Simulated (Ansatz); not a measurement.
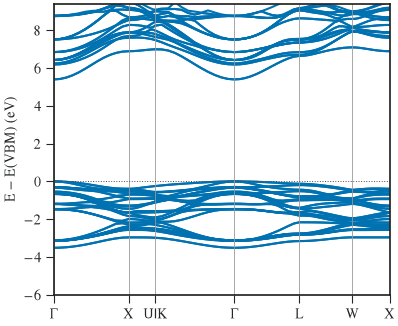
Figure: Band structure from DFT-r²SCAN with spin–orbit coupling in the program Ansatz with PAW potentials

### Question
Read off the gap and where the band edges lie.

### Answer
About 5.4 eV (5.40 eV by a search for the band edges); maximum at Γ, minimum at Γ.

The material is Li₆MgBr₈ in space group Fm-3m (No. 225; Li on 24d, Mg on 4a, Br on 8c, Br on 24e).

The first step of the workflow began from a Materials Project structure, measured or hypothetical; the Crystallography Open Database copy checked does not list it. Whether it is the stable phase at ambient conditions was not checked. The cell was relaxed with r²SCAN under the symmetry of its start; its stability against distortions is not shown here.

Potentials: the later of the program's two PAW sets.
